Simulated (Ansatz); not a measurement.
```xyz
11

Sn   -0.3664   -0.0566   -1.8023
H     0.3353    1.5750    3.8574
H    -0.0020   -0.5274   -3.4262
H    -1.9456   -0.5637   -1.4043
H    -0.0255    1.6014   -1.5941
H     0.4295   -0.3957    0.7535
O     0.9252   -1.2061   -0.7439
H     0.2224    1.3046    3.1551
O    -0.3037    0.1989    1.0286
H     1.6613   -1.5294   -1.2798
H    -0.9303   -0.4009    1.4561
```

Core potentials replace the inner electrons of Sn.

All numbers below come from Ansatz 0.2.0, RKS r2SCAN/def2-SVP.

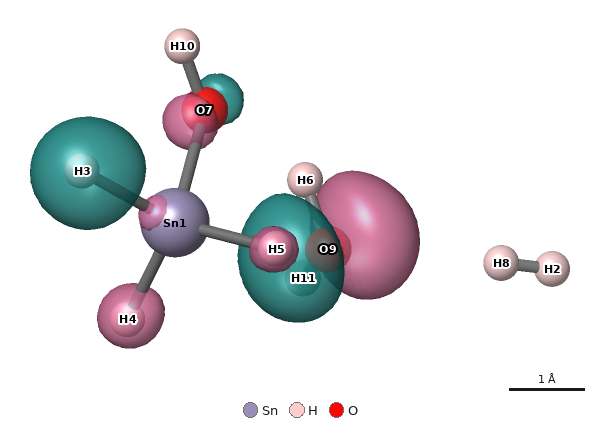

H₄OSn···H₂···H₂O. The HOMO−1 at ±0.15 Å⁻³ᐟ² (teal and pink are the two phases), seen at a tilt.

Q: Describe this orbital and give its energy.

A: By Hirshfeld shares it lies mainly on O9 (about 60 %), H3 (about 10 %) and Sn1 (about 10 %). Its energy is −7.12 eV.
